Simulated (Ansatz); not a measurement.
System (SMILES): [C]F (C-F), doublet.
Atoms: C1, F2. Bonds: C1-F2.

Basis-set convergence of the optimised C1-F2 bond length at HF with Ansatz (a program for electronic structure). All functions are spherical. The program fits the integrals of some runs and decomposes those of others, by size. Open shells are unrestricted. No added dispersion term, no relativity. Reference: the value in pcseg-4, 1.2511 Å, itself unsure by roughly 0.0004 Å (its mean distance from aug-pcseg-3, aug-cc-pVQZ, cc-pV5Z). Deviations are taken from unrounded values.

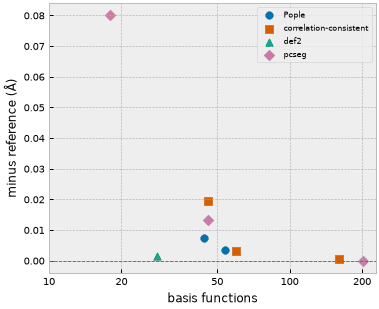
Figure. Deviation from the reference against the number of basis functions, by family of sets.

```tsv
basis	functions	optimised C1-F2 bond length (Å)	minus reference (Å)
pcseg-0	18	1.3312	0.0800
def2-SVP	28	1.2526	0.0014
6-311+G**	44	1.2584	0.0073
aug-cc-pVDZ	46	1.2705	0.0194
aug-pcseg-1	46	1.2643	0.0132
6-311++G(2d,2p)	54	1.2545	0.0034
cc-pVTZ	60	1.2541	0.0030
aug-cc-pVQZ	160	1.2518	0.0007
pcseg-4	202	1.2511	0.0000
```
